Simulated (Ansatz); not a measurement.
**Converging the k-point mesh: Ti3Ga (P3m1, 8 atoms in the cell)**

```xyz
8
Lattice="5.7153 0.0000 0.0000 -2.8577 4.9496 0.0000 0.0000 0.0000 4.6420" Properties=species:S:1:pos:R:3 pbc="T T T"
Ti     0.0000     1.6888     3.4815
Ti     2.8577     3.2608     1.1605
Ti     4.2528     0.8444     1.1605
Ti    -1.3951     4.1052     3.4815
Ti     1.3951     4.1052     3.4815
Ti     1.4625     0.8444     1.1605
Ga     2.8577     1.6499     3.5315
Ga     0.0000     3.2997     1.1605
```

Method of the run: PBEsol, default PAW files made with PBE (plane waves; Ansatz, a program for electronic structure).

Base settings: basis.ecutwfc = 30.9 Ry; kpoints.mp_grid.grid = 5 5 5; hamiltonian.xc = pbesol; hamiltonian.pseudopotentials = {kind: paw} (the program's default PAW files); scf.occupations.method = fermi_dirac; scf.occupations.width = 0.0073 Ry.

Only quantities that move along the ladder and can be compared are tabulated.

The count of work is k-points × plane waves × bands × iterations; it is no time. Core times come from one kind of shared machine, to one figure; runs under 30 s give none.

The starting cell comes from a database of computed structures (which also holds hypothetical and non-ambient phases and stackings), without a prior relaxation at this level. Its lattice was rescaled by up to half a per cent. One atom was moved a little off its site on purpose. Spin polarisation is off. In the base run, with a pressure of about -5 GPa the cell is away from its equilibrium volume at this level. Ansatz's pressure includes its estimate of the finite-basis (Pulay) stress.

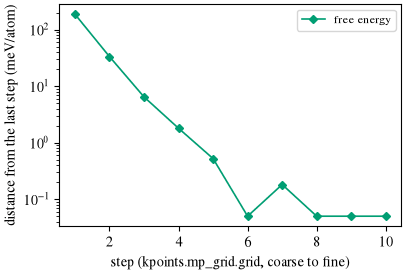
*Distance from the last step along the ladder; very small values are drawn at a floor.*

```csv
kpoints.mp_grid.grid,free energy less the last step's (meV/atom),pressure (GPa),largest difference of a force vector from the last step's (eV/Å),count of work / last,core time / last (rough)
1 1 1,-187.28,-10.81,1.475,0.0056,–
2 2 2,33.28,-4.55,0.144,0.020,–
2 2 3,-6.45,-5.24,0.018,0.022,–
3 3 4,1.80,-4.76,0.034,0.056,–
4 4 5,0.52,-4.86,0.003,0.068,–
5 5 5,-0.05,-4.88,0.005,0.093,–
6 6 6,-0.18,-4.88,0.002,0.19,–
7 7 8,-0.01,-4.87,0.000,0.25,0.3
9 9 9,0.03,-4.87,0.000,0.43,0.4
11 11 11,0.00,-4.87,0.000,0.71,0.7
12 12 13,0.00,-4.87,0.000,1.0,1
```

Coarsest kpoints.mp_grid.grid that holds the pressure within 0.1 GPa of the last step, with all finer ones: 4 4 5, at 0.068 of the last step's count of work; the step before is off by 0.11 GPa.

Coarsest kpoints.mp_grid.grid that holds the forces within 0.02 eV/Å of the last step, with all finer ones: 4 4 5, at 0.068 of the last step's count of work; the step before is off by 0.034 eV/Å.

Coarsest kpoints.mp_grid.grid that holds the free energy within 1 meV/atom of the last step, with all finer ones: 4 4 5, at 0.068 of the last step's count of work; the step before is off by 1.8 meV/atom.

Keys are those of Ansatz 0.2.
